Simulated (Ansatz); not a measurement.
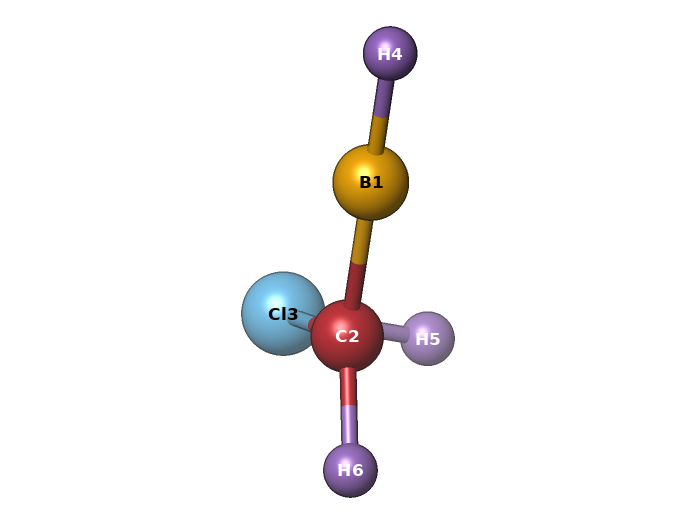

Cl3 lies behind C2. The molecule seen a little off the C2–Cl3 bond, C2 in front. Atoms fade into the background with distance from the viewer. State: charge +1, singlet. Computed geometry: PBE0-D4/def2-TZVP optimisation. No frequency run is at hand to confirm it as a minimum.

Question: What is the torsion angle B1–C2–Cl3–H5? The sign is positive where the front bond must turn clockwise to cover the back bond.

Answer: 102°, anticlinal.
